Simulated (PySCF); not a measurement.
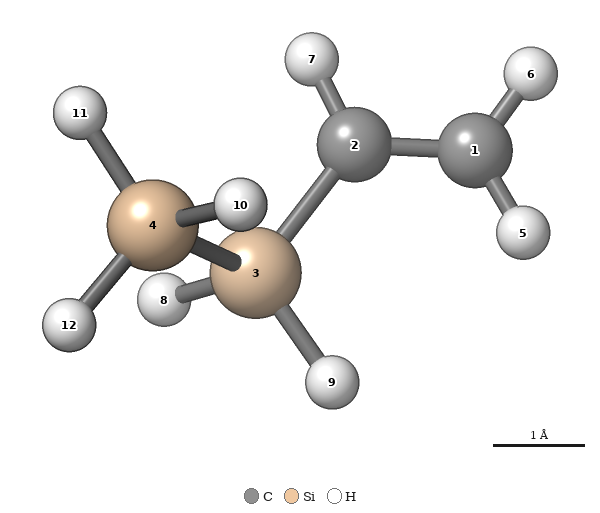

The structure as given in the input (ball-and-stick view, seen at a tilt; atoms are numbered from 1 in the order of the input).

**Energy and gradient calculation of C2H8Si2**

- system: C2H8Si2, SMILES C=C[SiH2][SiH3]
- method: B3LYP/6-31G*, RKS (PySCF 2.14.0)

The geometry comes from this level: PBE0-D4/def2-TZVP. Figures and captions count atoms from 1; the log counts them from 0 in places.

Output
```
PySCF version 2.14.0

[INPUT] num. atoms = 12
[INPUT] num. electrons = 48
[INPUT] charge = 0
[INPUT] spin (= nelec alpha-beta = 2S) = 0
[INPUT] symmetry False subgroup None
[INPUT] Mole.unit = angstrom
[INPUT] Cartesian GTO integrals (6d 10f)
[INPUT] Symbol           X                Y                Z      unit          X                Y                Z       unit  Magmom
[INPUT]  1 C      0.261400000000   2.320900000000  -0.165300000000 AA    0.493974408961   4.385865362503  -0.312371728391 Bohr   0.0
[INPUT]  2 C      0.214400000000   1.230000000000   0.594600000000 AA    0.405157281107   2.324363133215   1.123631153666 Bohr   0.0
[INPUT]  3 Si    -0.877500000000  -0.232200000000   0.226900000000 AA   -1.658234674306  -0.438794406124   0.428778857664 Bohr   0.0
[INPUT]  4 Si     0.416100000000  -2.109800000000  -0.312200000000 AA    0.786315040432  -3.986944177607  -0.589972496089 Bohr   0.0
[INPUT]  5 H     -0.363300000000   2.431200000000  -1.047200000000 AA   -0.686537501054   4.594302154043  -1.978921197645 Bohr   0.0
[INPUT]  6 H      0.923200000000   3.152700000000   0.059300000000 AA    1.744595158198   5.957739552916   0.112060759187 Bohr   0.0
[INPUT]  7 H      0.867900000000   1.181500000000   1.464700000000 AA    1.640093303510   2.232711416174   2.767881854650 Bohr   0.0
[INPUT]  8 H     -1.718300000000  -0.565500000000   1.411800000000 AA   -3.247116399840  -1.068640123442   2.667915342661 Bohr   0.0
[INPUT]  9 H     -1.772600000000   0.110700000000  -0.913100000000 AA   -3.349728528404   0.209192681989  -1.725508924340 Bohr   0.0
[INPUT] 10 H      1.217600000000  -1.851600000000  -1.539100000000 AA    2.300930529270  -3.499016892245  -2.908477478318 Bohr   0.0
[INPUT] 11 H      1.352900000000  -2.422400000000   0.802300000000 AA    2.556610473924  -4.577672564146   1.516127269739 Bohr   0.0
[INPUT] 12 H     -0.445000000000  -3.300800000000  -0.548800000000 AA   -0.840928125431  -6.237607991964  -1.037081697161 Bohr   0.0

nuclear repulsion = 195.715531525509
number of shells = 44
number of NR pGTOs = 192
number of NR cGTOs = 84
basis = 6-31g*
ecp = {}

******** <class 'pyscf.dft.rks.RKS'> ********
method = RKS
initial guess = minao
damping factor = 0
level_shift factor = 0
DIIS = <class 'pyscf.scf.diis.CDIIS'>
diis_start_cycle = 1
diis_space = 8
diis_damp = 0
SCF conv_tol = 1e-10
SCF conv_tol_grad = None
SCF max_cycles = 50
direct_scf = True
direct_scf_tol = 1e-13
XC library pyscf.dft.libxc version 7.0.0
    S. Lehtola, C. Steigemann, M. J.T. Oliveira, and M. A.L. Marques.,  SoftwareX 7, 1–5 (2018)
XC functionals = b3lyp
    P. J. Stephens, F. J. Devlin, C. F. Chabalowski, and M. J. Frisch.,  J. Phys. Chem. 98, 11623 (1994)
radial grids:
    Treutler-Ahlrichs [JCP 102, 346 (1995); DOI:10.1063/1.469408] (M4) radial grids

becke partition: Becke, JCP 88, 2547 (1988); DOI:10.1063/1.454033
pruning grids: <function nwchem_prune>
grids dens level: 5
symmetrized grids: False
atomic radii adjust function: <function treutler_atomic_radii_adjust>
small_rho_cutoff = 0
Set gradient conv threshold to 1e-05
Initial guess from minao.
tot grids = 361384
init E= -659.919900710653
  HOMO = -0.291984916706014  LUMO = -0.0903783680046937  gap/eV = 5.48599
cycle= 1 E= -659.952875919589  delta_E= -0.033  |g|= 0.328  |ddm|= 3.01
  HOMO = -0.207379143968157  LUMO = 0.0209536685229441  gap/eV = 6.21325
cycle= 2 E= -659.941800571399  delta_E= 0.0111  |g|= 0.38  |ddm|= 0.732
  HOMO = -0.264645208764598  LUMO = -0.0155183032725708  gap/eV = 6.77909
cycle= 3 E= -659.982425033394  delta_E= -0.0406  |g|= 0.0319  |ddm|= 0.446
  HOMO = -0.264706963711123  LUMO = -0.0138252375966479  gap/eV = 6.82684
cycle= 4 E= -659.982475911507  delta_E= -5.09e-05  |g|= 0.0311  |ddm|= 0.0544
  HOMO = -0.264459614835204  LUMO = -0.0131505604031306  gap/eV = 6.83847
cycle= 5 E= -659.982731922372  delta_E= -0.000256  |g|= 0.00356  |ddm|= 0.0285
  HOMO = -0.26447107890726  LUMO = -0.0133861089841503  gap/eV = 6.83237
cycle= 6 E= -659.982736543581  delta_E= -4.62e-06  |g|= 0.000484  |ddm|= 0.0057
  HOMO = -0.264468794204215  LUMO = -0.0133698658455721  gap/eV = 6.83275
cycle= 7 E= -659.982736637101  delta_E= -9.35e-08  |g|= 6.25e-05  |ddm|= 0.000837
  HOMO = -0.264464884331995  LUMO = -0.0133624592621109  gap/eV = 6.83285
cycle= 8 E= -659.982736638446  delta_E= -1.34e-09  |g|= 1.34e-05  |ddm|= 0.000111
  HOMO = -0.264463927999225  LUMO = -0.013361126759273  gap/eV = 6.83286
cycle= 9 E= -659.982736638505  delta_E= -5.93e-11  |g|= 3.74e-06  |ddm|= 2.89e-05
  HOMO = -0.264464360624268  LUMO = -0.0133615615283089  gap/eV = 6.83286
Extra cycle  E= -659.982736638509  delta_E= -3.41e-12  |g|= 3.07e-06  |ddm|= 1.23e-05
converged SCF energy = -659.982736638509
Final energy -659.9827366385086

******** <class 'pyscf.grad.rks.Gradients'> for <class 'pyscf.dft.rks.RKS'> ********
unit = Eh/Bohr
grid_response = False
--------------- RKS gradients ---------------
         x                y                z
0 C    -0.0004484997    -0.0067195444     0.0041203578
1 C    -0.0003933718     0.0045951841    -0.0049986734
2 Si     0.0020048278     0.0028654635    -0.0001172241
3 Si     0.0003461276     0.0006163196     0.0001521562
4 H     0.0005244603    -0.0011044148     0.0014798579
5 H    -0.0009681767    -0.0020413108     0.0003233700
6 H    -0.0012085699    -0.0000387921    -0.0015391657
7 H     0.0009319063    -0.0000231650    -0.0002580749
8 H     0.0006256656    -0.0001786056     0.0001929713
9 H    -0.0005923654     0.0005280037     0.0004771505
10 H    -0.0006585093     0.0005903663    -0.0000984016
11 H    -0.0001629736     0.0009110673     0.0002643110
----------------------------------------------
**** SCF Summaries ****
Total Energy =                        -659.982736638508641
Nuclear Repulsion Energy =             195.715531525508595
One-electron Energy =                -1299.010081736267921
Two-electron Energy =                  443.311813572250685
Two-electron Coulomb Energy =          498.978778562804337
DFT Exchange-Correlation Energy =      -55.666964990553623
HOMO-LUMO gap [eV] =                     6.832855196902639
**** MO energy ****
MO #1   energy= -66.1215936461839  occ= 2
MO #2   energy= -66.116362037992   occ= 2
MO #3   energy= -10.1973927934188  occ= 2
MO #4   energy= -10.1853867462107  occ= 2
MO #5   energy= -5.27441557753916  occ= 2
MO #6   energy= -5.27169467308924  occ= 2
MO #7   energy= -3.6328658649082   occ= 2
MO #8   energy= -3.63260102190959  occ= 2
MO #9   energy= -3.63228137533403  occ= 2
MO #10  energy= -3.62982263109963  occ= 2
MO #11  energy= -3.62977207103106  occ= 2
MO #12  energy= -3.62940173496928  occ= 2
MO #13  energy= -0.7666864122298   occ= 2
MO #14  energy= -0.593538296158425 occ= 2
MO #15  energy= -0.547526152039006 occ= 2
MO #16  energy= -0.500902719979007 occ= 2
MO #17  energy= -0.453948678564184 occ= 2
MO #18  energy= -0.407463026142331 occ= 2
MO #19  energy= -0.359679317371467 occ= 2
MO #20  energy= -0.35158346152019  occ= 2
MO #21  energy= -0.336231385907287 occ= 2
MO #22  energy= -0.322800223248481 occ= 2
MO #23  energy= -0.30385372849924  occ= 2
MO #24  energy= -0.264464360624268 occ= 2
MO #25  energy= -0.0133615615283089 occ= 0
MO #26  energy= 0.020497806014288  occ= 0
MO #27  energy= 0.0307804888372551 occ= 0
MO #28  energy= 0.0471479598886697 occ= 0
MO #29  energy= 0.0858981912527161 occ= 0
MO #30  energy= 0.0948147159006156 occ= 0
MO #31  energy= 0.111277759258758  occ= 0
MO #32  energy= 0.123974938465521  occ= 0
MO #33  energy= 0.13345639539771   occ= 0
MO #34  energy= 0.149238315023917  occ= 0
MO #35  energy= 0.182894288972762  occ= 0
MO #36  energy= 0.217253160700343  occ= 0
MO #37  energy= 0.234058318506465  occ= 0
MO #38  energy= 0.240466972325587  occ= 0
MO #39  energy= 0.251029274341909  occ= 0
MO #40  energy= 0.266316714514398  occ= 0
MO #41  energy= 0.28868410970858   occ= 0
MO #42  energy= 0.350036855629289  occ= 0
MO #43  energy= 0.362725982469254  occ= 0
MO #44  energy= 0.437477722788709  occ= 0
MO #45  energy= 0.460198516339536  occ= 0
MO #46  energy= 0.526871855984134  occ= 0
MO #47  energy= 0.546577135561816  occ= 0
MO #48  energy= 0.574810734450046  occ= 0
MO #49  energy= 0.609335180111064  occ= 0
MO #50  energy= 0.651570489635247  occ= 0
MO #51  energy= 0.662433380950648  occ= 0
MO #52  energy= 0.675563367101184  occ= 0
MO #53  energy= 0.688161473870473  occ= 0
MO #54  energy= 0.69822154213361   occ= 0
MO #55  energy= 0.726590331147105  occ= 0
MO #56  energy= 0.745525316335369  occ= 0
MO #57  energy= 0.774278193498133  occ= 0
MO #58  energy= 0.832934475139589  occ= 0
MO #59  energy= 0.878793694035907  occ= 0
MO #60  energy= 0.889555030774797  occ= 0
MO #61  energy= 0.900198203504147  occ= 0
MO #62  energy= 0.921722654660483  occ= 0
MO #63  energy= 0.955733635804967  occ= 0
MO #64  energy= 1.07882822507411   occ= 0
MO #65  energy= 1.10857379314311   occ= 0
MO #66  energy= 1.14774325400878   occ= 0
MO #67  energy= 1.15746122918376   occ= 0
MO #68  energy= 1.17008509931074   occ= 0
MO #69  energy= 1.177805390658     occ= 0
MO #70  energy= 1.3005333152447    occ= 0
MO #71  energy= 1.46607427985416   occ= 0
MO #72  energy= 1.58221160106314   occ= 0
MO #73  energy= 1.87377591444113   occ= 0
MO #74  energy= 1.91153011910356   occ= 0
MO #75  energy= 1.97504594065491   occ= 0
MO #76  energy= 2.11742879165452   occ= 0
MO #77  energy= 2.29944186856275   occ= 0
MO #78  energy= 2.3805562579637    occ= 0
MO #79  energy= 2.65565444515993   occ= 0
MO #80  energy= 2.72065405825291   occ= 0
MO #81  energy= 2.86771393245642   occ= 0
MO #82  energy= 2.99431686260903   occ= 0
MO #83  energy= 4.125771143772     occ= 0
MO #84  energy= 4.2607445705975    occ= 0
 ** Mulliken pop on meta-lowdin orthogonal AOs  **
 ** Mulliken pop  **
pop of  0  C 1s           1.99987
pop of  0  C 2s           1.01070
pop of  0  C 3s           0.00433
pop of  0  C 2px          1.03509
pop of  0  C 2py          1.06351
pop of  0  C 2pz          1.05494
pop of  0  C 3px          0.00323
pop of  0  C 3py          0.00702
pop of  0  C 3pz          0.00568
pop of  0  C 3dxx         0.00065
pop of  0  C 3dxy         0.00149
pop of  0  C 3dxz         0.00166
pop of  0  C 3dyy         0.00065
pop of  0  C 3dyz         0.00142
pop of  0  C 3dzz         0.00066
pop of  1  C 1s           1.99987
pop of  1  C 2s           1.04571
pop of  1  C 3s           0.00339
pop of  1  C 2px          1.07692
pop of  1  C 2py          1.11456
pop of  1  C 2pz          1.06707
pop of  1  C 3px          0.00271
pop of  1  C 3py          0.00562
pop of  1  C 3pz          0.00440
pop of  1  C 3dxx         0.00065
pop of  1  C 3dxy         0.00102
pop of  1  C 3dxz         0.00154
pop of  1  C 3dyy         0.00060
pop of  1  C 3dyz         0.00128
pop of  1  C 3dzz         0.00045
pop of  2 Si 1s           1.99999
pop of  2 Si 2s           1.99971
pop of  2 Si 3s           1.08389
pop of  2 Si 4s           0.00455
pop of  2 Si 2px          1.99988
pop of  2 Si 2py          1.99986
pop of  2 Si 2pz          1.99989
pop of  2 Si 3px          0.81520
pop of  2 Si 3py          0.79650
pop of  2 Si 3pz          0.84036
pop of  2 Si 4px          0.01107
pop of  2 Si 4py          0.01151
pop of  2 Si 4pz          0.01004
pop of  2 Si 3dxx         0.00107
pop of  2 Si 3dxy         0.00961
pop of  2 Si 3dxz         0.01173
pop of  2 Si 3dyy         0.00423
pop of  2 Si 3dyz         0.00378
pop of  2 Si 3dzz         0.00427
pop of  3 Si 1s           1.99999
pop of  3 Si 2s           1.99970
pop of  3 Si 3s           1.12273
pop of  3 Si 4s           0.00450
pop of  3 Si 2px          1.99989
pop of  3 Si 2py          1.99988
pop of  3 Si 2pz          1.99989
pop of  3 Si 3px          0.86850
pop of  3 Si 3py          0.88468
pop of  3 Si 3pz          0.84745
pop of  3 Si 4px          0.01067
pop of  3 Si 4py          0.01073
pop of  3 Si 4pz          0.01021
pop of  3 Si 3dxx         0.00029
pop of  3 Si 3dxy         0.01014
pop of  3 Si 3dxz         0.01111
pop of  3 Si 3dyy         0.00400
pop of  3 Si 3dyz         0.00225
pop of  3 Si 3dzz         0.00450
pop of  4  H 1s           0.88486
pop of  4  H 2s           0.00836
pop of  5  H 1s           0.88157
pop of  5  H 2s           0.00866
pop of  6  H 1s           0.88128
pop of  6  H 2s           0.00792
pop of  7  H 1s           1.08762
pop of  7  H 2s           0.00279
pop of  8  H 1s           1.08692
pop of  8  H 2s           0.00240
pop of  9  H 1s           1.07454
pop of  9  H 2s           0.00248
pop of  10  H 1s          1.07625
pop of  10  H 2s          0.00242
pop of  11  H 1s          1.07448
pop of  11  H 2s          0.00250
 ** Mulliken atomic charges  **
charge of    0C =     -0.19090
charge of    1C =     -0.32577
charge of    2Si =      0.39286
charge of    3Si =      0.20886
charge of    4H =      0.10678
charge of    5H =      0.10978
charge of    6H =      0.11080
charge of    7H =     -0.09041
charge of    8H =     -0.08932
charge of    9H =     -0.07702
charge of   10H =     -0.07867
charge of   11H =     -0.07698
Dipole moment(X, Y, Z, Debye):  0.28771,  0.80998,  0.08831
```

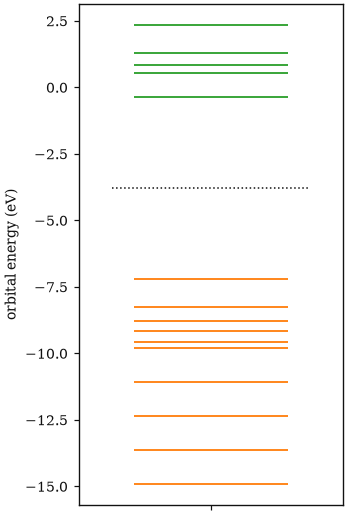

Orbital energies near the frontier; the dotted line parts filled from empty levels, and levels within 0.02 eV of each other stand side by side. Highest filled −7.20 eV, lowest empty −0.36 eV, 6.84 eV apart.

The run was set up as follows.

The input (run.py)
```python
from pyscf import gto, dft

system = gto.M(
    atom=[
    ('C', (0.261400, 2.320900, -0.165300)),
    ('C', (0.214400, 1.230000, 0.594600)),
    ('Si', (-0.877500, -0.232200, 0.226900)),
    ('Si', (0.416100, -2.109800, -0.312200)),
    ('H', (-0.363300, 2.431200, -1.047200)),
    ('H', (0.923200, 3.152700, 0.059300)),
    ('H', (0.867900, 1.181500, 1.464700)),
    ('H', (-1.718300, -0.565500, 1.411800)),
    ('H', (-1.772600, 0.110700, -0.913100)),
    ('H', (1.217600, -1.851600, -1.539100)),
    ('H', (1.352900, -2.422400, 0.802300)),
    ('H', (-0.445000, -3.300800, -0.548800)),
],
    verbose=4,
    charge=0,
    cart=True,
    max_memory=1860,
    basis='6-31g*',
)

mf = dft.RKS(system, xc='b3lyp')
mf.grids.level = 5
mf.conv_tol = 1e-10
mf.kernel()
if not mf.converged:
    mf = mf.newton().run(mf.mo_coeff, mf.mo_occ)

energy = mf.e_tot
print('Final energy', energy)
grad = mf.nuc_grad_method().kernel()
mf.analyze()
```

Command:
```bash
OMP_NUM_THREADS=1 python run.py
```

Key numbers

| quantity | value |
| --- | --- |
| outcome | converged |
| total energy | −659.982737 hartree |
| basis functions | 84 |
| largest force | 0.406 eV/Å |
| HOMO | −7.20 eV |
| LUMO | −0.36 eV |
| dipole moment | 0.86 D |
| hardware | 1 thread of Intel Xeon @ 2.50GHz (Skylake/Cascade Lake), 189 GiB of memory available, shared host |
| wall time | 70 s |
| peak memory | 0.83 GiB |
